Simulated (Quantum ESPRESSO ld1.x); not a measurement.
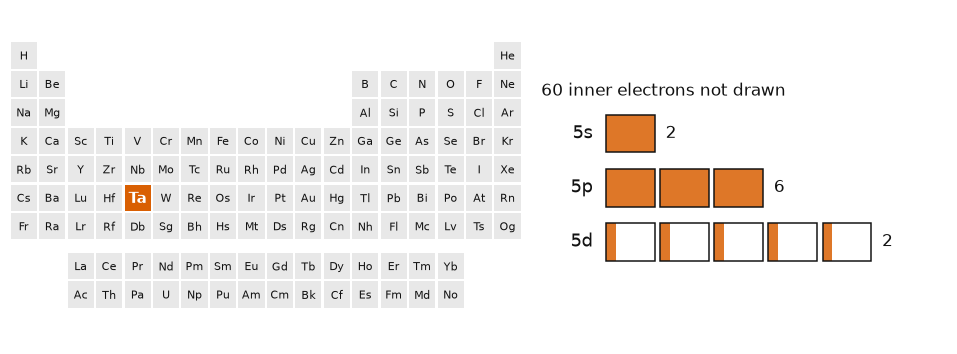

Fig. 1: Left, the place of tantalum in the periodic table; right, the outer shells as the input fills them: a box for each of the 2l + 1 orbitals, shaded by the share of the shell that is filled, with the electron count at the right.

**Atomic calculation, with input and output: Ta³⁺**

Ta³⁺, configuration typed as [Xe] 4f14 5d2. Computed at this level: radial all-electron Kohn-Sham run of Quantum ESPRESSO ld1.x with rel=2, dft='BLYP' as typed.

**Input**
```
 &input
    zed=73.0,
    iswitch=1,
    rel=2,
    dft='BLYP',
    config='[Xe] 4f14 5d2',
    lsmall=.true.,
    xmin=-12.0,
    prefix='ld1',
    max_out_wfc=37,
    file_charge='ld1.rho',
 /
```

Hardware: 1 CPU thread, shared host.

Run as:
```bash
OMP_NUM_THREADS=1 ld1.x < ld1.in > ld1.out
```

**The program's output**
```
     Program LD1 v.7.5 starts

     --------------------------- All-electron run ----------------------------

     dirac relativistic calculation

     atomic number is 73.00
     dft =BLYP   lsd =0 sic =0 latt =0  beta=0.20 tr2=1.0E-14
     Exchange-correlation= BLYP
                           (   1   3   1   3   0   0   0)
     mesh =2613 r(mesh) = 100.03704 a.u. xmin =-12.00 dx = 0.00800
     1 Ry =  13.60569312 eV, c = 137.03599908

     n l j   nl                  e(Ry)          e(Ha)          e(eV)
     Spin orbit split results
     1 0 0.5 1S 1( 2.00)     -4947.5185     -2473.7592    -67314.4182
     2 0 0.5 2S 1( 2.00)      -851.1616      -425.5808    -11580.6430
     2 1 0.5 2P 1( 2.00)      -813.4973      -406.7486    -11068.1944
     2 1 1.5 2P 1( 4.00)      -720.1005      -360.0502     -9797.4660
     3 0 0.5 3S 1( 2.00)      -196.5297       -98.2648     -2673.9224
     3 1 0.5 3P 1( 2.00)      -179.8055       -89.9027     -2446.3781
     3 1 1.5 3P 1( 4.00)      -159.6998       -79.8499     -2172.8266
     4 0 0.5 4S 1( 2.00)       -41.6756       -20.8378      -567.0251
     4 1 0.5 4P 1( 2.00)       -34.7849       -17.3924      -473.2724
     4 1 1.5 4P 1( 4.00)       -30.1526       -15.0763      -410.2463
     3 2 1.5 3D 1( 4.00)      -131.4848       -65.7424     -1788.9416
     3 2 2.5 3D 1( 6.00)      -127.1056       -63.5528     -1729.3602
     5 0 0.5 5S 1( 2.00)        -7.3844        -3.6922      -100.4703
     5 1 0.5 5P 1( 2.00)        -5.3778        -2.6889       -73.1692
     5 1 1.5 5P 1( 4.00)        -4.7212        -2.3606       -64.2357
     4 2 1.5 4D 1( 4.00)       -18.8376        -9.4188      -256.2980
     4 2 2.5 4D 1( 6.00)       -17.9868        -8.9934      -244.7235
     4 3 2.5 4F 1( 6.00)        -3.9272        -1.9636       -53.4319
     4 3 3.5 4F 1( 8.00)        -3.7812        -1.8906       -51.4460
     5 2 1.5 5D 1( 2.00)        -2.1633        -1.0816       -29.4328
     5 2 2.5 5D 1( 0.00)        -2.1041        -1.0521       -28.6277
     Averaged results
     1 0     1S 1( 2.00)     -4947.5185     -2473.7592    -67314.4182
     2 0     2S 1( 2.00)      -851.1616      -425.5808    -11580.6430
     2 1     2P 1( 6.00)      -751.2327      -375.6164    -10221.0421
     3 0     3S 1( 2.00)      -196.5297       -98.2648     -2673.9224
     3 1     3P 1( 6.00)      -166.4017       -83.2008     -2264.0104
     4 0     4S 1( 2.00)       -41.6756       -20.8378      -567.0251
     4 1     4P 1( 6.00)       -31.6967       -15.8483      -431.2550
     3 2     3D 1(10.00)      -128.8573       -64.4286     -1753.1927
     5 0     5S 1( 2.00)        -7.3844        -3.6922      -100.4703
     5 1     5P 1( 6.00)        -4.9401        -2.4701       -67.2135
     4 2     4D 1(10.00)       -18.3271        -9.1636      -249.3533
     4 3     4F 1(14.00)        -3.8438        -1.9219       -52.2971
     5 2     5D 1( 2.00)        -2.1278        -1.0639       -28.9498

     final scf error:  6.3E-15 reached in 144 iterations

     Etot =  -31250.302489 Ry,  -15625.151245 Ha, -425182.025670 eV

     Ekin =   35090.923959 Ry,   17545.461979 Ha,  477436.342782 eV
     Encl =  -77806.028009 Ry,  -38903.014005 Ha,-1058604.940216 eV
     Eh   =   12099.898973 Ry,    6049.949486 Ha,  164627.512245 eV
     Exc  =    -635.097411 Ry,    -317.548706 Ha,   -8640.940482 eV

     normalization and overlap integrals

     s(1S/1S) =  1.000000  <r> =   0.0187  <r2> =    0.0005  r(max) =   0.0117
     s(1S/2S) =  0.000000
     s(1S/3S) = -0.000000
     s(1S/4S) =  0.000000
     s(1S/5S) =  0.000000
     s(2S/2S) =  1.000000  <r> =   0.0783  <r2> =    0.0073  r(max) =   0.0668
     s(2S/3S) =  0.000000
     s(2S/4S) =  0.000000
     s(2S/5S) =  0.000000
     s(2P/2P) =  1.000000  <r> =   0.0649  <r2> =    0.0052  r(max) =   0.0505
     s(2P/3P) =  0.000000
     s(2P/4P) =  0.000000
     s(2P/5P) =  0.000000
     s(2P/2P) =  1.000000  <r> =   0.0727  <r2> =    0.0064  r(max) =   0.0569
     s(2P/3P) =  0.000000
     s(2P/4P) =  0.000000
     s(2P/5P) =  0.000000
     s(3S/3S) =  1.000000  <r> =   0.2043  <r2> =    0.0479  r(max) =   0.1889
     s(3S/4S) =  0.000000
     s(3S/5S) =  0.000000
     s(3P/3P) =  1.000000  <r> =   0.1942  <r2> =    0.0440  r(max) =   0.1772
     s(3P/4P) =  0.000000
     s(3P/5P) =  0.000000
     s(3P/3P) =  1.000000  <r> =   0.2088  <r2> =    0.0506  r(max) =   0.1904
     s(3P/4P) =  0.000000
     s(3P/5P) =  0.000000
     s(4S/4S) =  1.000000  <r> =   0.4586  <r2> =    0.2377  r(max) =   0.4307
     s(4S/5S) =  0.000000
     s(4P/4P) =  1.000000  <r> =   0.4644  <r2> =    0.2458  r(max) =   0.4307
     s(4P/5P) =  0.000000
     s(4P/4P) =  1.000000  <r> =   0.4976  <r2> =    0.2819  r(max) =   0.4591
     s(4P/5P) =  0.000000
     s(3D/3D) =  1.000000  <r> =   0.1829  <r2> =    0.0393  r(max) =   0.1498
     s(3D/4D) =  0.000000
     s(3D/5D) =  0.000000
     s(3D/3D) =  1.000000  <r> =   0.1874  <r2> =    0.0411  r(max) =   0.1534
     s(3D/4D) = -0.000000
     s(3D/5D) = -0.000000
     s(5S/5S) =  1.000000  <r> =   1.0972  <r2> =    1.3528  r(max) =   0.9896
     s(5P/5P) =  1.000000  <r> =   1.2105  <r2> =    1.6589  r(max) =   1.0635
     s(5P/5P) =  1.000000  <r> =   1.3109  <r2> =    1.9455  r(max) =   1.1520
     s(4D/4D) =  1.000000  <r> =   0.5165  <r2> =    0.3096  r(max) =   0.4555
     s(4D/5D) =  0.000000
     s(4D/4D) =  1.000000  <r> =   0.5280  <r2> =    0.3234  r(max) =   0.4665
     s(4D/5D) = -0.000000
     s(4F/4F) =  1.000000  <r> =   0.6323  <r2> =    0.5069  r(max) =   0.4376
     s(4F/4F) =  1.000000  <r> =   0.6429  <r2> =    0.5252  r(max) =   0.4447
     s(5D/5D) =  1.000000  <r> =   1.8326  <r2> =    3.8939  r(max) =   1.4882
     s(5D/5D) =  1.000000  <r> =   1.8799  <r2> =    4.0943  r(max) =   1.5243

     ------------------------ End of All-electron run ------------------------
```

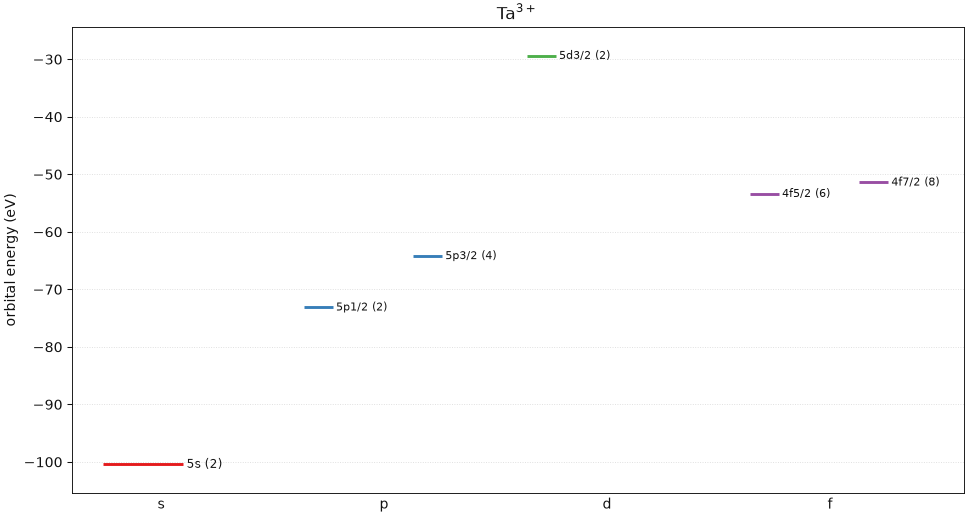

Fig. 2: The outer levels are drawn (occupations in brackets, the lower j at the left of each column). They are the filled levels of this odd run. The highest occupied level is 5d3/2 at −29.4 eV. The highest 3 occupied levels, from the top down, are 5d3/2 (−29.4 eV), 4f7/2 (−51.4 eV), 4f5/2 (−53.4 eV). Spin-orbit splittings: 4f 1.99 eV, 5p 8.93 eV.

**Outcome**

| quantity | value |
| --- | --- |
| outcome | converged |
| total energy | −15625.1512 hartree |
| kinetic energy | 17545.4620 hartree |
| electron–nucleus energy | −38903.0140 hartree |
| Hartree energy | 6049.9495 hartree |
| exchange–correlation energy | −317.548705 hartree |
| SCF iterations | 144 |
| wall time | 1.8 s |

**What is odd here**

The input is odd on purpose: xmin very low. The program ran to the end. Its total energy differs from that of the same run with the usual input (−15625.15122 hartree) by −2.1×10⁻⁵ hartree, a small shift.
